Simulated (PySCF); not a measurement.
Input

```
{"job": {"kind": "nmr", "xc": "PBE0", "basis": "pcSseg-1"}, "charge": 0, "multiplicity": 1}
F      2.572374     1.016493     1.914768
C      1.343525     0.513294     1.491042
C      1.545506    -0.763674     0.732476
C      0.988857    -0.884445    -0.461280
C      0.169506     0.247459    -1.016058
C     -1.286042    -0.177673    -1.256489
C     -1.897727    -0.959333    -0.107183
Cl    -1.933695     0.001023     1.388977
Si     0.490799     1.680588     0.221937
H      0.785477     0.331750     2.416169
H      2.156828    -1.531867     1.182693
H      1.085441    -1.783841    -1.054795
H      0.571675     0.515207    -1.998994
H     -1.335251    -0.831315    -2.133535
H     -1.891535     0.706359    -1.463661
H     -2.928996    -1.234437    -0.328715
H     -1.315337    -1.853605     0.114390
H     -0.650067     2.454508     0.690032
H      1.518858     2.562761    -0.339237
```

Run with:

```sh
OMP_NUM_THREADS=1 python probes_run.py task.json out
```

Geometry: GFN2-xTB.

These are results of PBE0/pcSseg-1, SCF density, gas phase, non-relativistic (PySCF), not measurements.

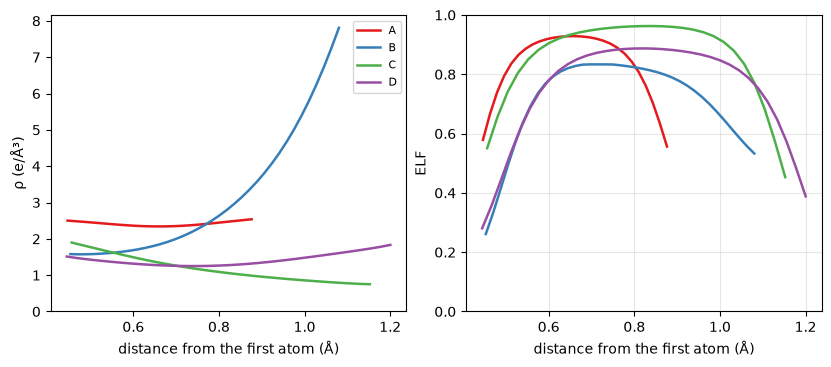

C6H10ClFSi. Electron density and ELF along straight lines between neighbouring atoms. The curves leave out the atomic cores.

> Which curve belongs to which contact (C–C, C–Cl, C–F and C–Si)? The first atom named is at distance zero.

Curve A: C–C (1.32 Å): ρ is about 2.3 e/Å³ halfway; the ELF peaks at about 0.95 between the atoms (a multiple bond). Curve B: C–F (1.39 Å): ρ is about 2 e/Å³ halfway, with its minimum of 1.6 e/Å³ about 0.5 Å from C; the ELF peaks at about 0.85 between the atoms, as expected for a polar covalent bond. Curve C: C–Si (1.92 Å): ρ is about 0.89 e/Å³ halfway; the ELF peaks at about 0.95 between the atoms (localised, covalent bonding). Curve D: C–Cl (1.78 Å): ρ is about 1.3 e/Å³ halfway; the ELF peaks at about 0.90 between the atoms; a shared electron pair.
